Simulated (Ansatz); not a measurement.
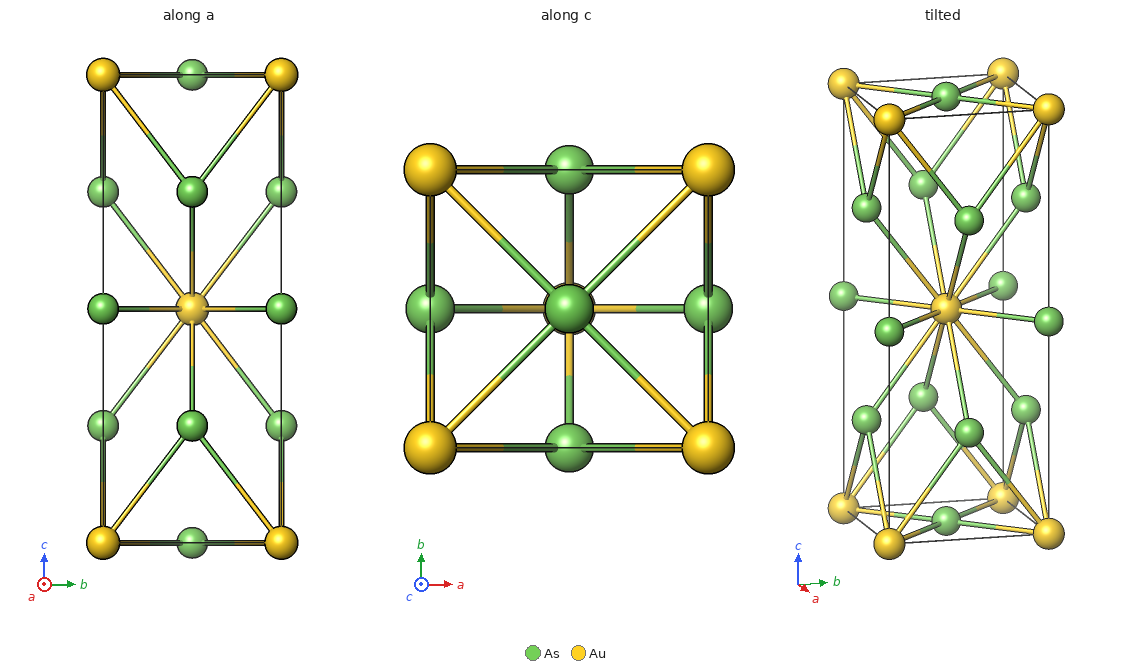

Shown here is a ball-and-stick view of the crystal, taken along the a axis, along the c axis and slightly off an axis. The lines enclose the conventional unit cell; boundary atoms appear with their images.

The bonds drawn are As–Au up to 3.31 Å (cut-off distances).

### Read off the composition.

As3Au. The cell holds 6 As, 2 Au, counting shared atoms by their share.

### Identify the Bravais lattice.

Body-centred tetragonal.

### Identify the space group.

I4/mmm (No. 139), with As on 2b, As on 4d and Au on 2a.

### What are the neighbours of Au?

Each Au has twelve As.

### How far does the bonding extend?

The bonds build a three-dimensional framework.

It goes back to a textbook structure type filled with these elements (whether it is the usual form wasn't checked). A relaxation with DFT PBE, scalar-relativistic, plane waves, PAW (Ansatz) gave the geometry drawn.
